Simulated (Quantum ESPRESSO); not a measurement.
# Projected density of states of magnetic NaMnCl3

Wanted: the exchange-split electronic structure of NaMnCl3.

Program: Quantum ESPRESSO 7.5. Level of theory: PBEsol with U = 4 eV on Mn d (ortho-atomic projectors); plane waves with GBRV 1.5 PBEsol potentials, no spin-orbit coupling. Results are calculated unless marked as measured.

## 1. The starting structure

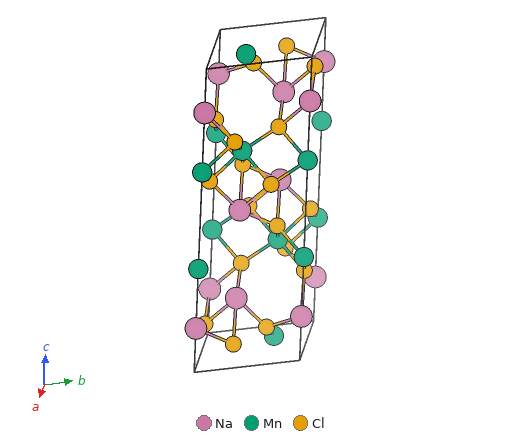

Start, viewed slightly off an axis; sodium pink, manganese teal, chlorine orange. This picture shows the conventional cell, with its axes. Bonds to atoms that aren't drawn are left out. Some periodic images of atoms are drawn too.

Coordinates:

```cif
data_structure
_symmetry_space_group_name_H-M 'P 1'
_symmetry_Int_Tables_number 1
_cell_length_a 7.2823
_cell_length_b 7.2823
_cell_length_c 7.2823
_cell_angle_alpha 53.813
_cell_angle_beta 53.813
_cell_angle_gamma 53.813
_cell_volume 233.59
loop_
_atom_site_label
_atom_site_type_symbol
_atom_site_fract_x
_atom_site_fract_y
_atom_site_fract_z
_atom_site_occupancy
Na1 Na 0.14490 0.14490 0.14490 1
Na2 Na 0.85510 0.85510 0.85510 1
Mn3 Mn 0.34070 0.34070 0.34070 1
Mn4 Mn 0.65930 0.65930 0.65930 1
Cl5 Cl 0.44900 0.71690 0.06720 1
Cl6 Cl 0.06720 0.44900 0.71690 1
Cl7 Cl 0.71690 0.06720 0.44900 1
Cl8 Cl 0.55100 0.28310 0.93280 1
Cl9 Cl 0.93280 0.55100 0.28310 1
Cl10 Cl 0.28310 0.93280 0.55100 1
```

The cell comes from the Crystallography Open Database.

## 2. The magnetic state

This state came out lowest in a comparison of starts that is told elsewhere.

pw.in reads:

```
&CONTROL
  calculation = 'scf'
  prefix = 'pwscf'
  outdir = './tmp'
  pseudo_dir = './pseudo'
  disk_io = 'low'
/
&SYSTEM
  ibrav = 0
  celldm(1) = 8
  nat = 10
  ntyp = 3
  ecutwfc = 40
  ecutrho = 280
  nbnd = 67
  occupations = 'smearing'
  smearing = 'fd'
  degauss = 0.00367493
  nspin = 2
  starting_magnetization(1) = 0
  starting_magnetization(2) = 0.3
  starting_magnetization(3) = 0
/
&ELECTRONS
  conv_thr = 2d-08
  electron_maxstep = 150
  mixing_beta = 0.3
/
ATOMIC_SPECIES
Na     22.9898 na_pbesol_v1.5.uspp.F.UPF
Mn     54.9380 mn_pbesol_v1.5.uspp.F.UPF
Cl     35.4500 cl_pbesol_v1.4.uspp.F.UPF
CELL_PARAMETERS alat
   0.7784490554630    0.4494377717186    1.4666636884752
  -0.7784490554630    0.4494377717186    1.4666636884752
   0.0000000000000   -0.8988755434372    1.4666636884752
ATOMIC_POSITIONS crystal
Na      0.1449000000    0.1449000000    0.1449000000
Na      0.8551000000    0.8551000000    0.8551000000
Mn      0.3407000000    0.3407000000    0.3407000000
Mn      0.6593000000    0.6593000000    0.6593000000
Cl      0.4490000000    0.7169000000    0.0672000000
Cl      0.0672000000    0.4490000000    0.7169000000
Cl      0.7169000000    0.0672000000    0.4490000000
Cl      0.5510000000    0.2831000000    0.9328000000
Cl      0.9328000000    0.5510000000    0.2831000000
Cl      0.2831000000    0.9328000000    0.5510000000
K_POINTS automatic
4 4 4 0 0 0
HUBBARD {ortho-atomic}
U Mn-3d 4.0000
```

On the command line:

```sh
$ OMP_NUM_THREADS=1 mpirun -n 4 pw.x -nk 4 -in pw.in > pw.out
```

Log:

```text
Program PWSCF v.7.5 starts

     Message from routine setup:
     using ibrav=0 with symmetry is DISCOURAGED, use correct ibrav instead

     K-points division:     npool     =       4
     Subspace diagonalization in iterative solution of the eigenvalue problem:

     bravais-lattice index     =            0
     lattice parameter (alat)  =       8.0000  a.u.
     unit-cell volume          =    1576.3459 (a.u.)^3
     number of atoms/cell      =           10
     number of atomic types    =            3
     number of electrons       =        90.00
     number of Kohn-Sham states=           67
     kinetic-energy cutoff     =      40.0000  Ry
     charge density cutoff     =     280.0000  Ry
     scf convergence threshold =      2.0E-08
     mixing beta               =       0.3000
     number of iterations used =            8  plain     mixing
     Exchange-correlation= SLA  PW   PSX  PSC
                           (   1   4  10   8   0   0   0)
     Hubbard projectors: ortho-atomic
     Hubbard parameters of DFT+U (Dudarev formulation) in eV:
     U(Mn-3d) =  4.0000

     Internal variables: lda_plus_u =T, lda_plus_u_kind = 0

     Internal variables: orbital_resolved =F, hub_pot_fix =F, apply_U = F

     celldm(1)=   8.000000  celldm(2)=   0.000000  celldm(3)=   0.000000
     celldm(4)=   0.000000  celldm(5)=   0.000000  celldm(6)=   0.000000

     crystal axes: (cart. coord. in units of alat)
               a(1) = (   0.778449   0.449438   1.466664 )
               a(2) = (  -0.778449   0.449438   1.466664 )
               a(3) = (   0.000000  -0.898876   1.466664 )

     reciprocal axes: (cart. coord. in units 2 pi/alat)
               b(1) = (  0.642303  0.370834  0.227273 )
               b(2) = ( -0.642303  0.370834  0.227273 )
               b(3) = (  0.000000 -0.741667  0.227273 )

     PseudoPot. # 1 for Na read from file:
     na_pbesol_v1.5.uspp.F.UPF
     Pseudo is Ultrasoft, Zval =  9.0

     PseudoPot. # 2 for Mn read from file:
     mn_pbesol_v1.5.uspp.F.UPF
     Pseudo is Ultrasoft + core correction, Zval = 15.0

     PseudoPot. # 3 for Cl read from file:
     cl_pbesol_v1.4.uspp.F.UPF
     Pseudo is Ultrasoft + core correction, Zval =  7.0

     atomic species   valence    mass     pseudopotential
     Na                9.00    22.98980     Na( 1.00)
     Mn               15.00    54.93800     Mn( 1.00)
     Cl                7.00    35.45000     Cl( 1.00)

     Starting magnetic structure
     atomic species   magnetization
     Na              0.000
     Mn              0.300
     Cl              0.000

      6 Sym. Ops., with inversion, found

   Cartesian axes

     site n.     atom                  positions (alat units)
         1        Na     tau(   1) = (   0.0000000  -0.0000000   0.6375587  )
         2        Na     tau(   2) = (   0.0000000  -0.0000000   3.7624324  )
         3        Mn     tau(   3) = (   0.0000000   0.0000000   1.4990770  )
         4        Mn     tau(   4) = (   0.0000000   0.0000000   2.9009141  )
         5        Cl     tau(   5) = (  -0.2085465   0.4635951   1.8085430  )
         6        Cl     tau(   6) = (  -0.2972118  -0.4124041   1.8085430  )
         7        Cl     tau(   7) = (   0.5057584  -0.0511910   1.8085430  )
         8        Cl     tau(   8) = (   0.2085465  -0.4635951   2.5914481  )
         9        Cl     tau(   9) = (   0.2972118   0.4124041   2.5914481  )
        10        Cl     tau(  10) = (  -0.5057584   0.0511910   2.5914481  )

     number of k points=    14  Fermi-Dirac smearing, width (Ry)=  0.0037
                       cart. coord. in units 2pi/alat
        k(    1) = (   0.0000000   0.0000000   0.0000000), wk =   0.0156250
        k(    2) = (   0.0000000  -0.1854168   0.0568183), wk =   0.0937500
        k(    3) = (   0.0000000   0.3708337  -0.1136366), wk =   0.0468750
        k(    4) = (  -0.1605757  -0.0927084   0.1136366), wk =   0.0937500
        k(    5) = (  -0.1605757   0.4635421  -0.0568183), wk =   0.0937500
        [... 9 further k-points ...]

     Dense  grid:   124791 G-vectors     FFT dimensions: (  75,  75,  75)

     Smooth grid:    53855 G-vectors     FFT dimensions: (  60,  60,  60)

     Check: negative core charge=   -0.000017
     Generating pointlists ...
     new r_m :   0.2649 (alat units)  2.1192 (a.u.) for type    1
     new r_m :   0.2455 (alat units)  1.9639 (a.u.) for type    2
     new r_m :   0.2455 (alat units)  1.9639 (a.u.) for type    3

     Initial potential from superposition of free atoms

     starting charge      88.9869, renormalised to      90.0000

     negative rho (up, down):  4.631E-02 4.666E-02

     STARTING HUBBARD OCCUPATIONS:

     =================== HUBBARD OCCUPATIONS ===================
     ------------------------ ATOM    3 ------------------------
     Tr[ns(  3)] (up, down, total) =   5.00000  0.00000  5.00000
     Atomic magnetic moment for atom   3 =   5.00000
     [... lines left out ...]
     ------------------------ ATOM    4 ------------------------
     Tr[ns(  4)] (up, down, total) =   5.00000  0.00000  5.00000
     Atomic magnetic moment for atom   4 =   5.00000
     [... lines left out ...]
     Number of occupied Hubbard levels =   10.0000

     Atomic wfc used for Hubbard projectors are orthogonalized

     Starting wfcs are   60 randomized atomic wfcs +    7 random wfcs

     Self-consistent Calculation

     iteration #  1     ecut=    40.00 Ry     beta= 0.30
     Davidson diagonalization with overlap
     ethr =  1.00E-02,  avg # of iterations =  5.8

     =================== HUBBARD OCCUPATIONS ===================
     ------------------------ ATOM    3 ------------------------
     Tr[ns(  3)] (up, down, total) =   4.97409  0.17542  5.14951
     Atomic magnetic moment for atom   3 =   4.79867
     [... lines left out ...]
     ------------------------ ATOM    4 ------------------------
     Tr[ns(  4)] (up, down, total) =   4.97409  0.17542  5.14951
     Atomic magnetic moment for atom   4 =   4.79867
     [... lines left out ...]
     Number of occupied Hubbard levels =   10.2990

     Threshold (ethr) on eigenvalues was too large:
     Diagonalizing with lowered threshold

     Davidson diagonalization with overlap
     ethr =  3.75E-04,  avg # of iterations =  2.9

     negative rho (up, down):  4.646E-02 4.656E-02

     total energy              =    -812.55145763 Ry
     estimated scf accuracy    <       0.33667646 Ry

     total magnetization       =    10.00 Bohr mag/cell
     absolute magnetization    =    10.00 Bohr mag/cell

     iteration #  2     ecut=    40.00 Ry     beta= 0.30
     Davidson diagonalization with overlap
     ethr =  3.74E-04,  avg # of iterations =  1.7

     negative rho (up, down):  4.608E-02 4.593E-02

     total energy              =    -812.58069808 Ry
     estimated scf accuracy    <       0.06769192 Ry

     total magnetization       =    10.00 Bohr mag/cell
     absolute magnetization    =    10.00 Bohr mag/cell

     [... further iterations left out ...]

     iteration #  9     ecut=    40.00 Ry     beta= 0.30
     Davidson diagonalization with overlap
     ethr =  5.27E-10,  avg # of iterations =  2.4

     negative rho (up, down):  4.486E-02 4.423E-02

     total energy              =    -812.59715731 Ry
     estimated scf accuracy    <       0.00000008 Ry

     total magnetization       =    10.00 Bohr mag/cell
     absolute magnetization    =    10.01 Bohr mag/cell

     iteration # 10     ecut=    40.00 Ry     beta= 0.30
     Davidson diagonalization with overlap
     ethr =  8.54E-11,  avg # of iterations =  2.4

     negative rho (up, down):  4.486E-02 4.422E-02

     Magnetic moment per site  (integrated on atomic sphere of radius R)
     atom   1 (R=0.265)  charge=  8.0981  magn=  0.0037
     atom   2 (R=0.265)  charge=  8.0981  magn=  0.0037
     atom   3 (R=0.245)  charge= 12.9780  magn=  4.4778
     atom   4 (R=0.245)  charge= 12.9780  magn=  4.4778
     atom   5 (R=0.245)  charge=  5.5582  magn=  0.0378
     atom   6 (R=0.245)  charge=  5.5582  magn=  0.0378
     atom   7 (R=0.245)  charge=  5.5582  magn=  0.0378
     atom   8 (R=0.245)  charge=  5.5582  magn=  0.0378
     atom   9 (R=0.245)  charge=  5.5582  magn=  0.0378
     atom  10 (R=0.245)  charge=  5.5582  magn=  0.0378

     End of self-consistent calculation

     =================== HUBBARD OCCUPATIONS ===================
     ------------------------ ATOM    3 ------------------------
     Tr[ns(  3)] (up, down, total) =   4.98577  0.23420  5.21997
     Atomic magnetic moment for atom   3 =   4.75157
     [... lines left out ...]
     ------------------------ ATOM    4 ------------------------
     Tr[ns(  4)] (up, down, total) =   4.98577  0.23420  5.21997
     Atomic magnetic moment for atom   4 =   4.75157
     [... lines left out ...]
     Number of occupied Hubbard levels =   10.4399

     [... lines left out ...]
     the Fermi energy is     5.5072 ev

!    total energy              =    -812.59715763 Ry
     estimated scf accuracy    <          6.1E-09 Ry
     smearing contrib. (-TS)   =      -0.00000000 Ry
     internal energy E=F+TS    =    -812.59715763 Ry

     The total energy is F=E-TS. E is the sum of the following terms:
     one-electron contribution =    -557.33276276 Ry
     hartree contribution      =     302.90867786 Ry
     xc contribution           =    -137.47931636 Ry
     ewald contribution        =    -420.76197905 Ry
     Hubbard energy            =       0.06822268 Ry

     total magnetization       =    10.00 Bohr mag/cell
     absolute magnetization    =    10.01 Bohr mag/cell

     convergence has been achieved in  10 iterations

=------------------------------------------------------------------------------=
   JOB DONE.
=------------------------------------------------------------------------------=
```

The job ended after 95 s (4 MPI ranks of Arm Neoverse V2, shared host; peak memory 1.2 GiB).

Spin moment in the atom's sphere by atom:

| atom | spin moment in the atom's sphere (μB) |
| --- | --- |
| Na1 | 0.00 |
| Na2 | 0.00 |
| Mn3 | 4.48 |
| Mn4 | 4.48 |
| Cl5 | 0.04 |
| Cl6 | 0.04 |
| Cl7 | 0.04 |
| Cl8 | 0.04 |
| Cl9 | 0.04 |
| Cl10 | 0.04 |

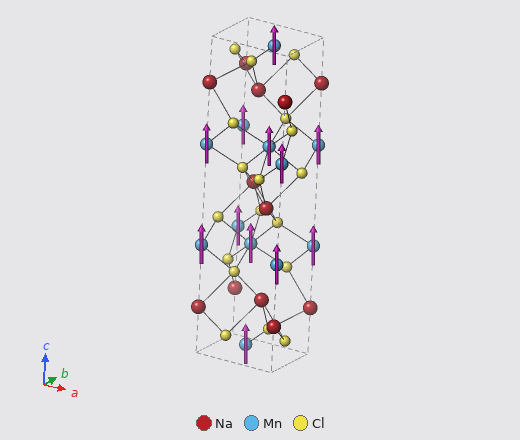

Spin moment in the atom's sphere as arrows, the longest 4.48 μB. Up and down stand for the sign. Arrows give size and sign along the axis of quantisation, drawn up and down the page. Bonds to atoms that aren't drawn are left out. Some periodic images of atoms are drawn too.

Read from the output:

```
smearing term TS       : 3.80e-13 eV
magnetization          : 10 μB
absolute magnetization : 10.01 μB
final state            : ferromagnetic
```

[end of part 1 of 2]

[Logs and program files are shortened in this print: banners, set-up blocks, solver, clock and traceback lines can be left out without a mark of their own.]

[Logs are printed without paths, hosts, clocks, repeated set-up lines and the standing remarks that a program may print on its own settings, such as how far it seeks lower states.]

[Hosts, paths, dates, database ids (printed as entryN), source tags and the programs' standing remarks are cut or masked in the printed files.]

[Where a cell is said to come from a database of computed structures, the database is the Materials Project.]
